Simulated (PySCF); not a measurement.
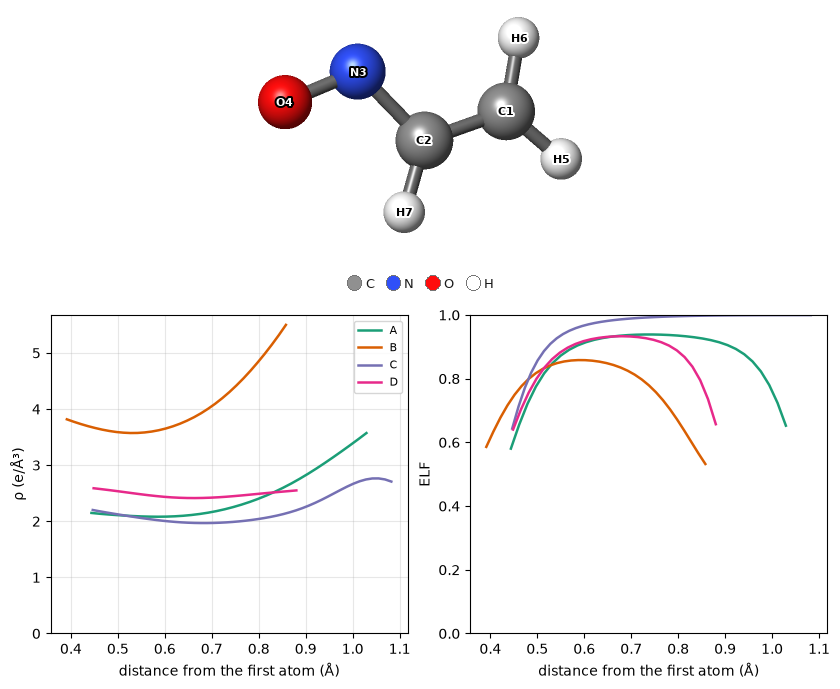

The picture shows: C$_{2}$H$_{3}$NO (Nitrosoethylene). Electron density and ELF along straight lines between neighbouring atoms. The curves leave out the atomic cores. The structure is drawn too.

Geometry: PBE0-D3(BJ)/def2-TZVP.

Computed with PySCF 2.14.0, PBE0/pcSseg-2, SCF density, gas phase, non-relativistic.

Input

```
{"job": {"kind": "nmr", "xc": "PBE0", "basis": "pcSseg-2"}, "charge": 0, "multiplicity": 1}
C     -1.018169    -0.151481    -0.293627
C      0.175126     0.308325     0.065985
N      1.204007    -0.651539     0.254999
O      2.260685    -0.175138     0.580664
H     -1.861230     0.506739    -0.459393
H     -1.158273    -1.218542    -0.426445
H      0.431944     1.352615     0.227989
```

Launched as:

```sh
OMP_NUM_THREADS=1 python probes_run.py task.json out
```

> Which curve belongs to which contact (C–C, C–H, C–N and N–O)? The first atom named is at distance zero.

Curve A: C–N (1.42 Å): the density is about 2.2 e/Å³ at the midpoint; the ELF peaks at about 0.95 between the atoms, as expected for localised, covalent bonding. Curve B: N–O (1.20 Å): ρ is about 3.7 e/Å³ halfway; the ELF peaks at about 0.85 between the atoms; a covalent bond. Curve C: C–H (1.08 Å): ρ is about 2.1 e/Å³ halfway; the ELF climbs to about 1 towards the hydrogen, as it does in any bond to H (an ordinary covalent bond to hydrogen). Curve D: C–C (1.33 Å): the density is about 2.4 e/Å³ at the midpoint; the ELF peaks at about 0.95 between the atoms: a multiple bond.
